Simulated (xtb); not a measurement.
# Property calculation of C₃H₅B

- system: C₃H₅B, SMILES BC1=CC1
- method: GFN2-xTB, ALPB solvent dioxane (xtb 6.7.1)

The geometry was optimised with GFN2-xTB.

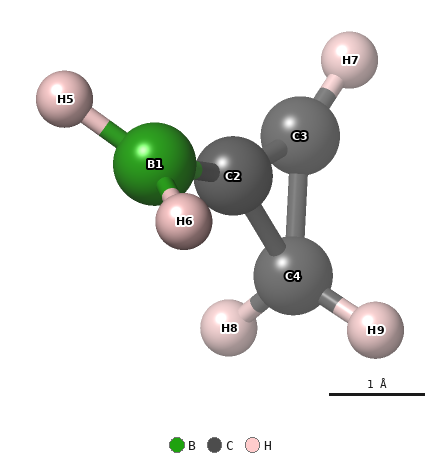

The input geometry (ball-and-stick view, seen at a tilt; atoms are numbered from 1 in the order of the input). Bond lengths as drawn: B–C 1.50 Å, B–H 1.17 Å, C–C 1.31 to 1.54 Å and C–H 1.06 to 1.09 Å.

Results in brief:

```tsv
quantity	value
outcome	converged
hardware	1 thread of Arm Neoverse V1, 24 GiB of memory available, shared host
peak memory	0.073 GiB
```

Input (geo.gen):
```
9 C
 B C H
   1  1     -0.59341000      1.31365000     -0.84075000
   2  2      0.10301000      0.13809000     -0.22681000
   3  2      1.07774000     -0.72170000     -0.03707000
   4  2     -0.07199000     -0.93328000      0.86204000
   5  3     -0.70559000      1.39207000     -2.00250000
   6  3     -1.03490000      2.14574000     -0.14628000
   7  3      2.09670000     -0.97901000     -0.19487000
   8  3     -0.78319000     -1.72409000      0.65435000
   9  3      0.00004000     -0.67757000      1.91499000
```

File xcontrol:
```
$chrg 0
$spin 0
$end
```

Launch command:
```bash
xtb geo.gen -I xcontrol --gfn 2 --ceh --json --alpb dioxane bar1M | tee run.log
```

Log:
```
* xtb version 6.7.1
   ID    Z sym.   atoms
    1    5 B      1
    2    6 C      2-4
    3    1 H      5-9

           -------------------------------------------------
          |                Calculation Setup                |
           -------------------------------------------------

          program call               : xtb geo.gen -I xcontrol --gfn 2 --ceh --json --alpb dioxane bar1M
          coordinate file            : geo.gen
          omp threads                :                     1

 Calculation of CEH charges
------------------------------------
 CEH charges written to ceh.charges

------------------------------------------------------------------------
------------------------------------------------------------------------
 total:
 *  cpu-time:     0 d,  0 h,  0 min,  0.008 sec
 * ratio c/w:     1.000 speedup
```

Standard error:
```
normal termination of xtb
```
